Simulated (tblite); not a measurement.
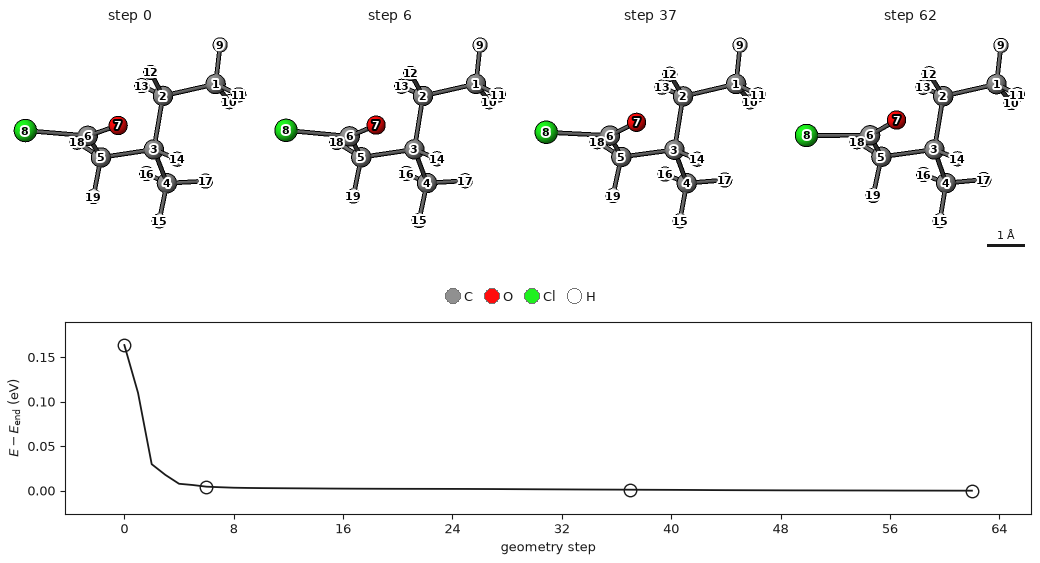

Frames of a relaxation of C6H11ClO, marked on the history of the run. The picture is a ball-and-stick view, seen at a tilt.

The calculation used tblite, GFN2-xTB geometry optimisation, gas phase. 

> What happens along the run?

After 62 geometry steps the energy has fallen by 0.164 eV. The largest move after the best rigid fit is that of O7, 0.16 Å. Largest moves by element: O 0.16 Å, Cl 0.16 Å, H 0.10 Å, C 0.07 Å. Among the contacts that change: C6–O7 1.225 → 1.182 Å, C6–Cl8 1.743 → 1.784 Å, C5–C6 1.512 → 1.489 Å, C2–H12 1.109 → 1.091 Å. Bond angles that change, for instance: C5–C6–O7 122.8° → 129.6°, O7–C6–Cl8 125.1° → 119.2°. Cost: 0.42 s on 1 thread of Arm Neoverse V1, with other jobs on the host. From step 0 to 6: C and O atoms move most (0.06 Å), energy −0.159 eV. From step 6 to 37: O7 moves most (0.08 Å), energy −0.003 eV. From step 37 to 62: Cl8 moves most (0.10 Å), energy −0.001 eV.

```tsv
step	E − E(0), eV
0	0.0000
1	-0.0537
2	-0.1339
3	-0.1459
4	-0.1559
5	-0.1573
6	-0.1592
7	-0.1598
8	-0.1603
9	-0.1606
10	-0.1608
13	-0.1611
15	-0.1613
18	-0.1615
21	-0.1616
24	-0.1617
26	-0.1618
29	-0.1620
32	-0.1622
35	-0.1625
37	-0.1626
40	-0.1628
43	-0.1630
46	-0.1632
48	-0.1633
51	-0.1634
54	-0.1635
57	-0.1636
59	-0.1636
62	-0.1637
```
